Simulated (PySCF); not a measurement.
```yaml
atoms:
  - { symbol: C, position_ang: [2.6553, -0.7504, -0.3106] }
  - { symbol: N, position_ang: [1.5869, -0.4914, 0.0777] }
  - { symbol: C, position_ang: [0.3120, -0.1884, 0.5434] }
  - { symbol: C, position_ang: [-0.4414, 0.9401, -0.0942] }
  - { symbol: C, position_ang: [-0.8668, -0.4726, -0.3380] }
  - { symbol: H, position_ang: [0.2020, -0.3386, 1.6100] }
  - { symbol: H, position_ang: [0.0583, 1.4601, -0.9004] }
  - { symbol: H, position_ang: [-1.0403, 1.5634, 0.5567] }
  - { symbol: H, position_ang: [-0.6524, -0.9016, -1.3076] }
  - { symbol: H, position_ang: [-1.7639, -0.8411, 0.1419] }
```

Geometry: PBE0-D3(BJ)/def2-TZVP.

Level of theory: PBE0/pcSseg-2, SCF density, gas phase, non-relativistic in PySCF.

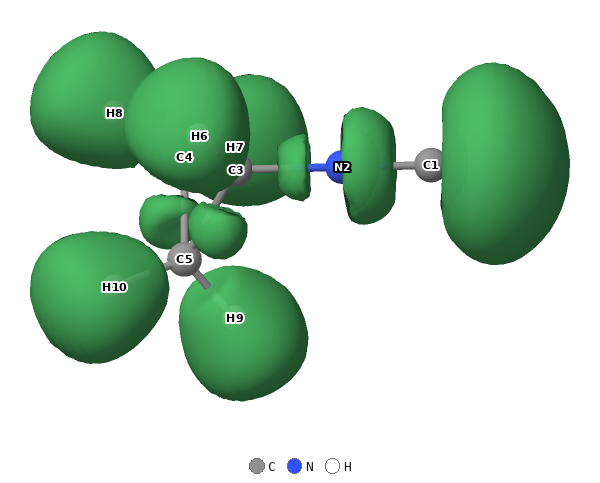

C4H5N (SMILES [C-]#[N+]C1CC1). Isosurface of the electron localisation function at 0.8 (green), seen at a tilt. Only the valence region is drawn (cores and ρ < 0.01 e/Å³ removed).

Identify the bonds, lone pairs and shells in this picture.

Answer. The ELF exceeds this value in three regions between bonded C–C atoms (shared pairs), two regions between bonded C–N atoms (shared pairs), five regions around hydrogen nuclei and one lobe on C, pointing away from the bonds (lone pairs). Along the contacts the grid gives the following. C–N (1.17 Å): the ELF peaks at about 0.85 between the atoms; a short, multiple covalent bond. C–C (1.50 Å): the ELF peaks at about 0.90 between the atoms, as expected for a shared electron pair.
